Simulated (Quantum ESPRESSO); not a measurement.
# How uniaxial strain moves the moments of MnGaGe

Aim: follow moments and order energies of MnGaGe with uniaxial strain.

Program: Quantum ESPRESSO 7.5. Level of theory: LDA; plane waves with GBRV 1.5 LDA potentials, no spin-orbit coupling. Results are calculated unless marked as measured.

## 1. The structure

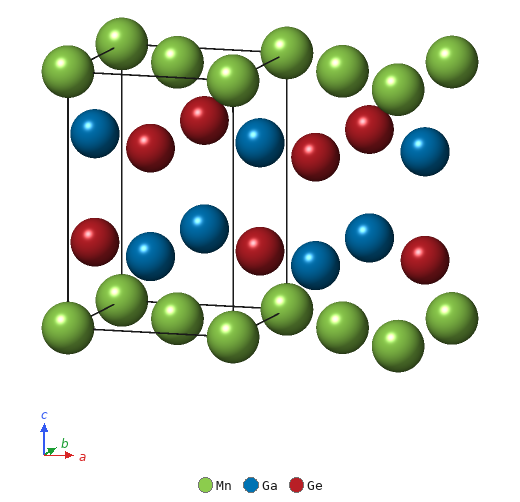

Start, viewed from a free direction; manganese green, gallium blue, germanium red. 2×1×1 cells are drawn. Some periodic images of atoms are drawn too.

The cell comes from Materials Project 2023-11-01, a database of computed structures, and need not be the stable phase.

## 2. Factor along z 0.94, ferro ++

Lengths along Cartesian z scale by the factor. Atoms keep their fractional places. Seeded atoms are those given a starting moment.

Input file pw.in:

```
&CONTROL
  calculation = 'scf'
  prefix = 'pwscf'
  outdir = './tmp'
  pseudo_dir = './pseudo'
  disk_io = 'nowf'
  tprnfor = .true.
  tstress = .true.
/
&SYSTEM
  ibrav = 0
  nat = 6
  ntyp = 3
  ecutwfc = 40
  ecutrho = 280
  nbnd = 64
  occupations = 'smearing'
  smearing = 'fd'
  degauss = 0.00734986
  nspin = 2
  starting_magnetization(1) = 0.2333
  starting_magnetization(2) = 0
  starting_magnetization(3) = 0
/
&ELECTRONS
  conv_thr = 1.2d-08
  electron_maxstep = 150
  mixing_beta = 0.3
/
ATOMIC_SPECIES
Mn     54.9380 mn_lda_v1.5.uspp.F.UPF
Ga     69.7230 ga_lda_v1.4.uspp.F.UPF
Ge     72.6300 ge_lda_v1.4.uspp.F.UPF
CELL_PARAMETERS angstrom
   3.9459570000    0.0000000000    0.0000000000
   0.0000000000    3.9459570000    0.0000000000
   0.0000000000    0.0000000000    5.5562290800
ATOMIC_POSITIONS crystal
Mn      0.0000000000    0.0000000000    0.0000000000
Mn      0.5000000000    0.5000000000    0.0000000000
Ga      0.0000000000    0.5000000000    0.7037730000
Ga      0.5000000000    0.0000000000    0.2962270000
Ge      0.0000000000    0.5000000000    0.2809470000
Ge      0.5000000000    0.0000000000    0.7190530000
K_POINTS automatic
8 8 8 0 0 0
```

On the command line:

```bash
$ OMP_NUM_THREADS=1 mpirun -n 4 pw.x -nk 4 -in pw.in > pw.out
```

What it wrote:

```text
Program PWSCF v.7.5 starts

     Message from routine setup:
     using ibrav=0 with symmetry is DISCOURAGED, use correct ibrav instead

     K-points division:     npool     =       4
     Subspace diagonalization in iterative solution of the eigenvalue problem:

     bravais-lattice index     =            0
     lattice parameter (alat)  =       7.4568  a.u.
     unit-cell volume          =     583.8233 (a.u.)^3
     number of atoms/cell      =            6
     number of atomic types    =            3
     number of electrons       =        96.00
     number of Kohn-Sham states=           64
     kinetic-energy cutoff     =      40.0000  Ry
     charge density cutoff     =     280.0000  Ry
     scf convergence threshold =      1.2E-08
     mixing beta               =       0.3000
     number of iterations used =            8  plain     mixing
     Exchange-correlation=  SLA  PZ   NOGX NOGC
                           (   1   1   0   0   0   0   0)

     celldm(1)=   7.456778  celldm(2)=   0.000000  celldm(3)=   0.000000
     celldm(4)=   0.000000  celldm(5)=   0.000000  celldm(6)=   0.000000

     crystal axes: (cart. coord. in units of alat)
               a(1) = (   1.000000   0.000000   0.000000 )
               a(2) = (   0.000000   1.000000   0.000000 )
               a(3) = (   0.000000   0.000000   1.408082 )

     reciprocal axes: (cart. coord. in units 2 pi/alat)
               b(1) = (  1.000000  0.000000  0.000000 )
               b(2) = (  0.000000  1.000000  0.000000 )
               b(3) = (  0.000000  0.000000  0.710186 )

     PseudoPot. # 1 for Mn read from file:
     mn_lda_v1.5.uspp.F.UPF
     Pseudo is Ultrasoft + core correction, Zval = 15.0

     PseudoPot. # 2 for Ga read from file:
     ga_lda_v1.4.uspp.F.UPF
     Pseudo is Ultrasoft + core correction, Zval = 19.0

     PseudoPot. # 3 for Ge read from file:
     ge_lda_v1.4.uspp.F.UPF
     Pseudo is Ultrasoft + core correction, Zval = 14.0

     atomic species   valence    mass     pseudopotential
     Mn               15.00    54.93800     Mn( 1.00)
     Ga               19.00    69.72300     Ga( 1.00)
     Ge               14.00    72.63000     Ge( 1.00)

     Starting magnetic structure
     atomic species   magnetization
     Mn              0.233
     Ga              0.000
     Ge              0.000

     16 Sym. Ops., with inversion, found ( 8 have fractional translation)

   Cartesian axes

     site n.     atom                  positions (alat units)
         1        Mn     tau(   1) = (   0.0000000   0.0000000   0.0000000  )
         2        Mn     tau(   2) = (   0.5000000   0.5000000   0.0000000  )
         3        Ga     tau(   3) = (   0.0000000   0.5000000   0.9909697  )
         4        Ga     tau(   4) = (   0.5000000   0.0000000   0.4171118  )
         5        Ge     tau(   5) = (   0.0000000   0.5000000   0.3955963  )
         6        Ge     tau(   6) = (   0.5000000   0.0000000   1.0124852  )

     number of k points=    75  Fermi-Dirac smearing, width (Ry)=  0.0073
                       cart. coord. in units 2pi/alat
        k(    1) = (   0.0000000   0.0000000   0.0000000), wk =   0.0019531
        k(    2) = (   0.0000000   0.0000000   0.0887733), wk =   0.0039062
        k(    3) = (   0.0000000   0.0000000   0.1775465), wk =   0.0039062
        k(    4) = (   0.0000000   0.0000000   0.2663198), wk =   0.0039062
        k(    5) = (   0.0000000   0.0000000  -0.3550931), wk =   0.0019531
        [... 70 further k-points ...]

     Dense  grid:    46195 G-vectors     FFT dimensions: (  40,  40,  60)

     Smooth grid:    19847 G-vectors     FFT dimensions: (  32,  32,  45)

     Check: negative core charge=   -0.000028
     Generating pointlists ...
     new r_m :   0.2630 (alat units)  1.9611 (a.u.) for type    1
     new r_m :   0.2456 (alat units)  1.8313 (a.u.) for type    2
     new r_m :   0.2456 (alat units)  1.8313 (a.u.) for type    3

     Initial potential from superposition of free atoms

     starting charge      92.9984, renormalised to      96.0000
     Starting wfcs are   68 randomized atomic wfcs

     Self-consistent Calculation

     iteration #  1     ecut=    40.00 Ry     beta= 0.30
     Davidson diagonalization with overlap
     ethr =  1.00E-02,  avg # of iterations =  4.7

     total energy              =   -1677.29894412 Ry
     estimated scf accuracy    <       7.16278276 Ry

     total magnetization       =     4.11 Bohr mag/cell
     absolute magnetization    =     4.60 Bohr mag/cell

     iteration #  2     ecut=    40.00 Ry     beta= 0.30
     Davidson diagonalization with overlap
     ethr =  7.46E-03,  avg # of iterations =  2.0

     total energy              =   -1678.16323090 Ry
     estimated scf accuracy    <       1.46053408 Ry

     total magnetization       =     4.07 Bohr mag/cell
     absolute magnetization    =     4.72 Bohr mag/cell

     [... further iterations left out ...]

     iteration # 15     ecut=    40.00 Ry     beta= 0.30
     Davidson diagonalization with overlap
     ethr =  3.11E-11,  avg # of iterations =  2.7

     total energy              =   -1678.55392355 Ry
     estimated scf accuracy    <       0.00000003 Ry

     total magnetization       =     3.17 Bohr mag/cell
     absolute magnetization    =     3.59 Bohr mag/cell

     iteration # 16     ecut=    40.00 Ry     beta= 0.30
     Davidson diagonalization with overlap
     ethr =  2.72E-11,  avg # of iterations =  2.2

     Magnetic moment per site  (integrated on atomic sphere of radius R)
     atom   1 (R=0.263)  charge= 13.4548  magn=  1.6021
     atom   2 (R=0.263)  charge= 13.4548  magn=  1.6021
     atom   3 (R=0.246)  charge= 16.9170  magn= -0.0162
     atom   4 (R=0.246)  charge= 16.9170  magn= -0.0162
     atom   5 (R=0.246)  charge= 11.6463  magn= -0.0365
     atom   6 (R=0.246)  charge= 11.6463  magn= -0.0365

     End of self-consistent calculation

     Number of k-points >= 100: set verbosity='high' to print the bands.

     the Fermi energy is    14.6010 ev

!    total energy              =   -1678.55392357 Ry
     estimated scf accuracy    <          1.3E-09 Ry
     smearing contrib. (-TS)   =      -0.01037860 Ry
     internal energy E=F+TS    =   -1678.54354497 Ry

     The total energy is F=E-TS. E is the sum of the following terms:
     one-electron contribution =   -1062.73259207 Ry
     hartree contribution      =     597.03402935 Ry
     xc contribution           =    -262.91709408 Ry
     ewald contribution        =    -949.92788817 Ry

     total magnetization       =     3.17 Bohr mag/cell
     absolute magnetization    =     3.59 Bohr mag/cell

     convergence has been achieved in  16 iterations

     Forces acting on atoms (cartesian axes, Ry/au):

     atom    1 type  1   force =     0.00000000    0.00000000   -0.00000000
     atom    2 type  1   force =     0.00000000    0.00000000    0.00000000
     atom    3 type  2   force =     0.00000000    0.00000000    0.04122824
     atom    4 type  2   force =     0.00000000    0.00000000   -0.04122824
     atom    5 type  3   force =     0.00000000    0.00000000   -0.04796089
     atom    6 type  3   force =     0.00000000    0.00000000    0.04796089

     Total force =     0.089443     Total SCF correction =     0.000027

     Computing stress (Cartesian axis) and pressure

          total   stress  (Ry/bohr**3)                   (kbar)     P=      -44.15
  -0.00052684   0.00000000   0.00000000          -77.50        0.00        0.00
   0.00000000  -0.00052684   0.00000000            0.00      -77.50        0.00
   0.00000000   0.00000000   0.00015327            0.00        0.00       22.55

=------------------------------------------------------------------------------=
   JOB DONE.
=------------------------------------------------------------------------------=
```

It took 2.4 min on 4 MPI ranks of Intel Xeon 6975P-C (Granite Rapids), shared host; peak memory 0.86 GiB.

Spin moment in the atom's sphere by atom:

| atom | spin moment in the atom's sphere (μB) |
| --- | --- |
| Mn1 | 1.60 |
| Mn2 | 1.60 |
| Ga3 | -0.02 |
| Ga4 | -0.02 |
| Ge5 | -0.04 |
| Ge6 | -0.04 |

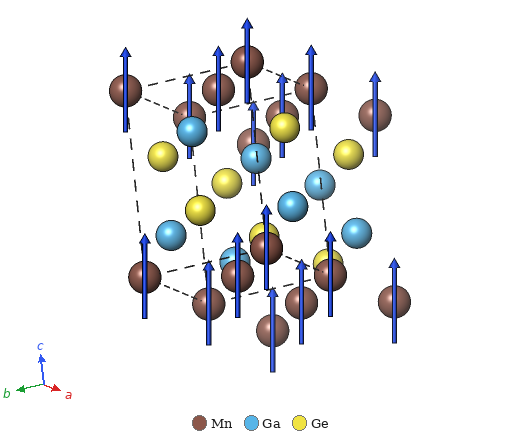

Spin moment in the atom's sphere as arrows, the longest 1.60 μB. Up and down stand for the sign. Arrows give size and sign along the axis of quantisation, drawn up and down the page. 2×1×1 cells are drawn. Some periodic images of atoms are drawn too.

Read from the output:

```
smearing term TS       : 0.1412 eV
pressure               : -4.415 GPa
magnetization          : 3.174 μB
absolute magnetization : 3.589 μB
final state            : ferromagnetic
```

## 3. Factor along z 0.94, antiferro +-

pw.in, as its differences from that of step 2:

```diff
@@ -12,6 +12,6 @@
   nat = 6
-  ntyp = 3
+  ntyp = 4
   ecutwfc = 40
   ecutrho = 280
-  nbnd = 64
+  nbnd = 60
   occupations = 'smearing'
@@ -21,4 +21,5 @@
   starting_magnetization(1) = 0.2333
-  starting_magnetization(2) = 0
+  starting_magnetization(2) = -0.2333
   starting_magnetization(3) = 0
+  starting_magnetization(4) = 0
 /
@@ -30,3 +31,4 @@
 ATOMIC_SPECIES
-Mn     54.9380 mn_lda_v1.5.uspp.F.UPF
+Mn1    54.9380 mn_lda_v1.5.uspp.F.UPF
+Mn2    54.9380 mn_lda_v1.5.uspp.F.UPF
 Ga     69.7230 ga_lda_v1.4.uspp.F.UPF
@@ -38,4 +40,4 @@
 ATOMIC_POSITIONS crystal
-Mn      0.0000000000    0.0000000000    0.0000000000
-Mn      0.5000000000    0.5000000000    0.0000000000
+Mn1     0.0000000000    0.0000000000    0.0000000000
+Mn2     0.5000000000    0.5000000000    0.0000000000
 Ga      0.0000000000    0.5000000000    0.7037730000
```

What it wrote:

```text
     [... lines left out ...]
Program PWSCF v.7.5 starts
     [... lines left out ...]
     number of atoms/cell      =            6
     [... lines left out ...]
     number of electrons       =        96.00
     number of Kohn-Sham states=           60
     kinetic-energy cutoff     =      40.0000  Ry
     charge density cutoff     =     280.0000  Ry
     scf convergence threshold =      1.2E-08
     [... lines left out ...]
      8 Sym. Ops. (no inversion) found
     [... lines left out ...]
     number of k points=    75  Fermi-Dirac smearing, width (Ry)=  0.0073
     [... lines left out ...]
     iteration # 17     ecut=    40.00 Ry     beta= 0.30
     [... lines left out ...]
     Magnetic moment per site  (integrated on atomic sphere of radius R)
     atom   1 (R=0.263)  charge= 13.4582  magn=  1.6891
     atom   2 (R=0.263)  charge= 13.4580  magn= -1.6914
     atom   3 (R=0.246)  charge= 16.9192  magn= -0.0000
     atom   4 (R=0.246)  charge= 16.9192  magn= -0.0000
     atom   5 (R=0.246)  charge= 11.6507  magn=  0.0000
     atom   6 (R=0.246)  charge= 11.6507  magn=  0.0000
     [... lines left out ...]
     the Fermi energy is    14.5848 ev
!    total energy              =   -1678.53714769 Ry
     estimated scf accuracy    <       0.00000001 Ry
     smearing contrib. (-TS)   =      -0.01653764 Ry
     [... lines left out ...]
     total magnetization       =    -0.00 Bohr mag/cell
     absolute magnetization    =     3.82 Bohr mag/cell
     convergence has been achieved in  17 iterations
     [... lines left out ...]
     Total force =     0.099235     Total SCF correction =     0.000156
     [... lines left out ...]
          total   stress  (Ry/bohr**3)                   (kbar)     P=      -29.79
     [... lines left out ...]
```

Run time: 2.5 min. Hardware: 4 MPI ranks; peak memory 0.85 GiB; 10 min of CPU time.

Spin moment in the atom's sphere by atom:

```csv
atom,spin moment in the atom's sphere (μB)
Mn1,1.69
Mn2,-1.69
Ga3,0.00
Ga4,0.00
Ge5,0.00
Ge6,0.00
```

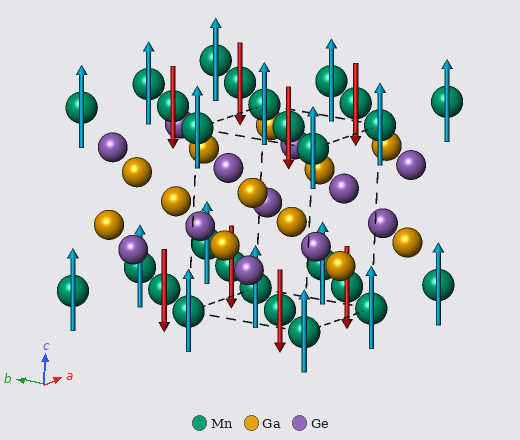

Spin moment in the atom's sphere as arrows, the longest 1.69 μB. Up and down stand for the sign. Arrows give size and sign along the axis of quantisation, drawn up and down the page. The two directions have two colours. 2×2×1 cells are drawn. Some periodic images of atoms are drawn too.

This step gave:

| Item | Value |
| --- | --- |
| smearing term TS | 0.2250 eV |
| pressure | -2.979 GPa |
| magnetization | 0 μB |
| absolute magnetization | 3.816 μB |
| final state | antiferromagnetic |

## 4. Factor along z 0.94, no spin polarisation

pw.in, as its differences from that of step 3:

```diff
@@ -12,3 +12,3 @@
   nat = 6
-  ntyp = 4
+  ntyp = 3
   ecutwfc = 40
@@ -19,7 +19,2 @@
   degauss = 0.00734986
-  nspin = 2
-  starting_magnetization(1) = 0.2333
-  starting_magnetization(2) = -0.2333
-  starting_magnetization(3) = 0
-  starting_magnetization(4) = 0
 /
@@ -31,4 +26,3 @@
 ATOMIC_SPECIES
-Mn1    54.9380 mn_lda_v1.5.uspp.F.UPF
-Mn2    54.9380 mn_lda_v1.5.uspp.F.UPF
+Mn     54.9380 mn_lda_v1.5.uspp.F.UPF
 Ga     69.7230 ga_lda_v1.4.uspp.F.UPF
@@ -40,4 +34,4 @@
 ATOMIC_POSITIONS crystal
-Mn1     0.0000000000    0.0000000000    0.0000000000
-Mn2     0.5000000000    0.5000000000    0.0000000000
+Mn      0.0000000000    0.0000000000    0.0000000000
+Mn      0.5000000000    0.5000000000    0.0000000000
 Ga      0.0000000000    0.5000000000    0.7037730000
```

What it wrote:

```text
     [... lines left out ...]
Program PWSCF v.7.5 starts
     [... lines left out ...]
     number of atoms/cell      =            6
     [... lines left out ...]
     number of electrons       =        96.00
     number of Kohn-Sham states=           60
     kinetic-energy cutoff     =      40.0000  Ry
     charge density cutoff     =     280.0000  Ry
     scf convergence threshold =      1.2E-08
     [... lines left out ...]
     16 Sym. Ops., with inversion, found ( 8 have fractional translation)
     [... lines left out ...]
     number of k points=    75  Fermi-Dirac smearing, width (Ry)=  0.0073
     [... lines left out ...]
     iteration # 13     ecut=    40.00 Ry     beta= 0.30
     [... lines left out ...]
     the Fermi energy is    14.4369 ev
!    total energy              =   -1678.53500046 Ry
     estimated scf accuracy    <          2.5E-09 Ry
     smearing contrib. (-TS)   =      -0.01719044 Ry
     [... lines left out ...]
     convergence has been achieved in  13 iterations
     [... lines left out ...]
     Total force =     0.136359     Total SCF correction =     0.000081
     [... lines left out ...]
          total   stress  (Ry/bohr**3)                   (kbar)     P=      -70.21
     [... lines left out ...]
```

Wall time 59 s (4 MPI ranks); peak memory 0.63 GiB; 3.9 min of CPU time.

This step gave:

- smearing term TS: 0.2339 eV
- pressure: -7.021 GPa
- final state: non-magnetic (no spin polarisation)

## 5. Factor along z 1.06, ferro ++

pw.in, as its differences from that of step 4:

```diff
@@ -15,3 +15,3 @@
   ecutrho = 280
-  nbnd = 60
+  nbnd = 64
   occupations = 'smearing'
@@ -19,2 +19,6 @@
   degauss = 0.00734986
+  nspin = 2
+  starting_magnetization(1) = 0.2333
+  starting_magnetization(2) = 0
+  starting_magnetization(3) = 0
 /
@@ -32,3 +36,3 @@
    0.0000000000    3.9459570000    0.0000000000
-   0.0000000000    0.0000000000    5.5562290800
+   0.0000000000    0.0000000000    6.2655349200
 ATOMIC_POSITIONS crystal
```

What it wrote:

```text
     [... lines left out ...]
Program PWSCF v.7.5 starts
     [... lines left out ...]
     number of atoms/cell      =            6
     [... lines left out ...]
     number of electrons       =        96.00
     number of Kohn-Sham states=           64
     kinetic-energy cutoff     =      40.0000  Ry
     charge density cutoff     =     280.0000  Ry
     scf convergence threshold =      1.2E-08
     [... lines left out ...]
     16 Sym. Ops., with inversion, found ( 8 have fractional translation)
     [... lines left out ...]
     number of k points=    75  Fermi-Dirac smearing, width (Ry)=  0.0073
     [... lines left out ...]
     iteration # 14     ecut=    40.00 Ry     beta= 0.30
     [... lines left out ...]
     Magnetic moment per site  (integrated on atomic sphere of radius R)
     atom   1 (R=0.276)  charge= 13.5897  magn=  2.3244
     atom   2 (R=0.276)  charge= 13.5897  magn=  2.3244
     atom   3 (R=0.277)  charge= 17.4089  magn= -0.0297
     atom   4 (R=0.277)  charge= 17.4089  magn= -0.0297
     atom   5 (R=0.276)  charge= 12.2279  magn= -0.0629
     atom   6 (R=0.276)  charge= 12.2279  magn= -0.0629
     [... lines left out ...]
     the Fermi energy is    12.7497 ev
!    total energy              =   -1678.49878759 Ry
     estimated scf accuracy    <          2.4E-09 Ry
     smearing contrib. (-TS)   =      -0.00742362 Ry
     [... lines left out ...]
     total magnetization       =     4.52 Bohr mag/cell
     absolute magnetization    =     5.13 Bohr mag/cell
     convergence has been achieved in  14 iterations
     [... lines left out ...]
     Total force =     0.027915     Total SCF correction =     0.000141
     [... lines left out ...]
          total   stress  (Ry/bohr**3)                   (kbar)     P=     -141.94
     [... lines left out ...]
```

It took 2.5 min on 4 MPI ranks; peak memory 0.9 GiB; 10 min of CPU time.

This step gave:

| Property | Result |
| --- | --- |
| smearing term TS | 0.1010 eV |
| pressure | -14.19 GPa |
| magnetization | 4.515 μB |
| absolute magnetization | 5.126 μB |
| final state | ferromagnetic |
| largest moment | 2.324 μB |

## 6. The series

The runs not shown differ from these in the moved quantity alone.

States, by row:

| c axis | ferro ++ | antiferro +- | no spin polarisation |
| --- | --- | --- | --- |
| 0.94 | ferromagnetic | antiferromagnetic | non-magnetic |
| 0.97 | ferromagnetic | antiferromagnetic | non-magnetic |
| 1 | ferromagnetic | antiferromagnetic | non-magnetic |
| 1.03 | ferromagnetic | antiferromagnetic | non-magnetic |
| 1.06 | ferromagnetic | antiferromagnetic | non-magnetic |

The largest site moment by c axis:

| c axis (factor) | ferro ++ (μB) | antiferro +- (μB) |
| --- | --- | --- |
| 0.9400 | 1.60 | 1.69 |
| 0.9700 | 1.78 | 2.09 |
| 1.0000 | 2.00 | 2.32 |
| 1.0300 | 2.18 | 2.50 |
| 1.0600 | 2.32 | 2.65 |

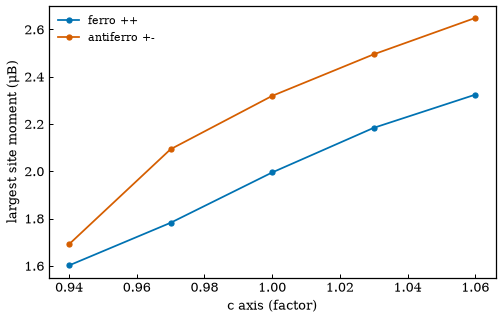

Largest site moment, plotted against c axis.

Table of energy less that of the parallel start by c axis; values in meV a seeded atom:

```
c axis (factor)  antiferro +-  no spin polarisation
         0.9400           114                   129
         0.9700           101                   183
         1.0000          83.7                   243
         1.0300          67.6                   305
         1.0600          52.2                   368
```

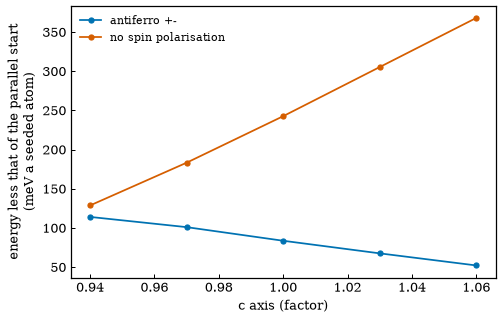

Energy less that of the parallel start against c axis.

Table of energy over the lowest by c axis; values in meV an atom:

```csv
c axis (factor),ferro ++,antiferro +-,no spin polarisation
0.9400,0,38.0,42.9
0.9700,4.90,38.6,66.0
1.0000,30.8,58.7,112
1.0300,72.2,94.7,174
1.0600,125,142,248
```

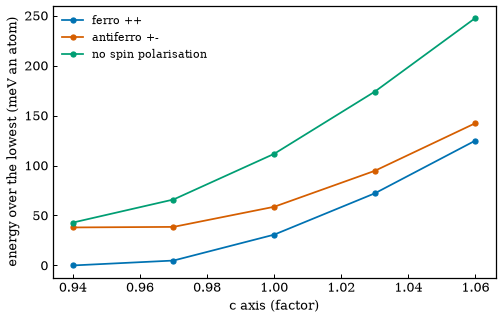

Energy over the lowest against c axis.

## 7. Summary of results

| Item | Value |
| --- | --- |
| moment, parallel start | 1.60 to 2.32 μB |
| states met from these starts | antiferromagnetic and ferromagnetic |

In words: The moment of the parallel start goes from 1.60 μB at 0.94 to 2.32 μB at 1.06. The net moment of the cell goes from 3.17 to 4.51 μB. The radius of the spheres follows the nearest distance, so part of the change of the site moments is the spheres'. The largest moment of the start antiferro +- lies between 1.69 and 2.65 μB. The start antiferro +- lies over the parallel one at every finished point, by 52.2 to 114 meV a seeded atom. Energies are free energies at an electronic temperature of 1160 K, which lowers moments and differences where the moments are itinerant.

[Logs and program files are shortened in this print: banners, set-up blocks, solver, clock and traceback lines can be left out without a mark of their own.]

[Logs are printed without paths, hosts, clocks, repeated set-up lines and the standing remarks that a program may print on its own settings, such as how far it seeks lower states.]

[Hosts, paths, dates, database ids (printed as entryN), source tags and the programs' standing remarks are cut or masked in the printed files.]

[Where a cell is said to come from a database of computed structures, the database is the Materials Project.]
